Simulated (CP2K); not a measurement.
Band structure of MgSb₂ (C2/m, 6 atoms in the cell).

```
MgSb2
1.0
    6.64412     0.00000     0.00000
    5.82689     3.19245     0.00000
   -2.29215    -0.58677     8.20042
Mg Sb
2 4
Direct
  0.36625   0.36625   0.49376
  0.63375   0.63375   0.50624
  0.72543   0.72543   0.20503
  0.27457   0.27457   0.79497
  0.96944   0.96944   0.22352
  0.03056   0.03056   0.77648
```

Computed with PBEsol, GPW, DZVP-MOLOPT-SR-GTH basis, GTH-PBE potentials (GTH_POTENTIALS) run with CP2K 2026.2.

Settings: CUTOFF = 1000 Ry; REL_CUTOFF = 60 Ry; SMEAR/METHOD = MARZARI_VANDERBILT; SIGMA = 0.1 eV; KPOINTS/SCHEME = MACDONALD 5 5 2 0.1 0.1 0; XC_FUNCTIONAL = PBE:PBESOL; Mg/BASIS_SET = DZVP-MOLOPT-SR-GTH-q10; Mg/POTENTIAL = GTH-PBE-q10; Sb/BASIS_SET = DZVP-MOLOPT-SR-GTH-q5; Sb/POTENTIAL = GTH-PBE-q5; METHOD = GPW; EPS_DEFAULT = 1e-11; EXTRAPOLATION = USE_GUESS; NGRIDS = 5.

The starting cell comes from a database of computed structures (which also holds hypothetical and non-ambient phases and stackings), without a prior relaxation at this level. Its lattice was rescaled by a random factor within 2.5 % of one. Spin-orbit coupling is off. Values carry the incompleteness of an atom-centred basis. The potentials were made for another functional than the one used. The run gives no clean gap (levels at the Fermi energy touch, overlap or are partly filled at this smearing), which alone does not show that the compound is a metal.

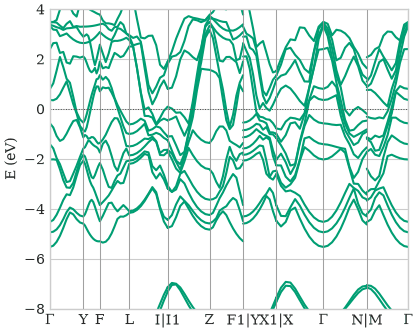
Figure. Bands along the path, energies from the Fermi level.

Levels in eV from the Fermi level, bands 17 to 22:
```json
[
 {"point": "Γ", "17": "-1.41", "18": "-0.58", "19": "0.36", "20": "0.80", "21": "2.40", "22": "3.32"},
 {"point": "Y", "17": "-1.59", "18": "-1.14", "19": "-0.85", "20": "-0.55", "21": "2.10", "22": "2.63"},
 {"point": "F", "17": "-1.75", "18": "-1.36", "19": "0.70", "20": "1.35", "21": "1.90", "22": "2.57"},
 {"point": "L", "17": "-1.86", "18": "-1.50", "19": "-1.01", "20": "-0.62", "21": "2.50", "22": "2.75"},
 {"point": "I", "17": "-1.71", "18": "-1.64", "19": "-1.25", "20": "-1.11", "21": "-0.46", "22": "0.08"},
 {"point": "Z", "17": "-2.42", "18": "-1.37", "19": "1.56", "20": "3.16", "21": "3.33", "22": "3.48"},
 {"point": "F1", "17": "-1.75", "18": "-1.36", "19": "0.70", "20": "1.35", "21": "1.90", "22": "2.57"},
 {"point": "X1", "17": "-2.26", "18": "-2.04", "19": "-1.17", "20": "-1.00", "21": "-0.78", "22": "0.46"},
 {"point": "N", "17": "-1.73", "18": "-1.54", "19": "-0.91", "20": "-0.82", "21": "-0.47", "22": "-0.20"}
]
```

Bands cross the Fermi level along this path, so the cell is metallic at this level.

Higher empty bands are left out: an atom-centred basis made for the valence describes them poorly.
